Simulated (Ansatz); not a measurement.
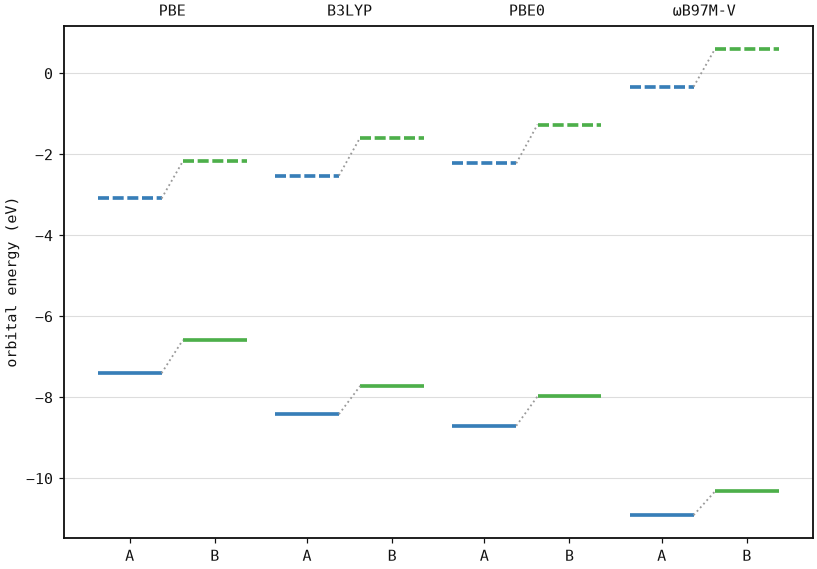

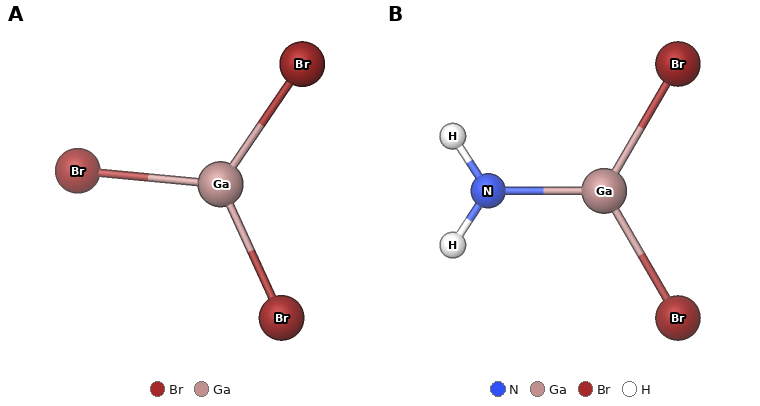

One change: A, GaBr₃ (SMILES [Br][Ga]([Br])[Br]), becomes B, GaNH₂Br₂ (SMILES [NH2][Ga]([Br])[Br]). Br on Ga is replaced by NH₂. HOMO (solid) and LUMO (dashed) computed in def2-TZVPP at PBE0-D4/def2-TZVP geometries, both minima by their frequencies, gas phase, the Ansatz code. Empty levels above zero depend strongly on the basis.

What does the change do to HOMO and LUMO?

PBE: the HOMO rises by 0.82 eV, the LUMO rises by 0.92 eV, and the separation goes from 4.31 to 4.41 eV. B3LYP: the HOMO rises by 0.70 eV, the LUMO rises by 0.94 eV, and the separation goes from 5.89 to 6.13 eV. PBE0: the HOMO rises by 0.73 eV, the LUMO rises by 0.96 eV, and the separation goes from 6.48 to 6.71 eV. ωB97M-V: the HOMO rises by 0.58 eV, the LUMO rises by 0.93 eV, and the separation goes from 10.58 to 10.93 eV.

Do the functionals agree on the effect?

They agree on the direction for both levels; the HOMO shift lies between 0.58 and 0.82 eV and the LUMO shift between 0.92 and 0.96 eV, while the separations themselves differ by up to 6.5 eV between functionals.
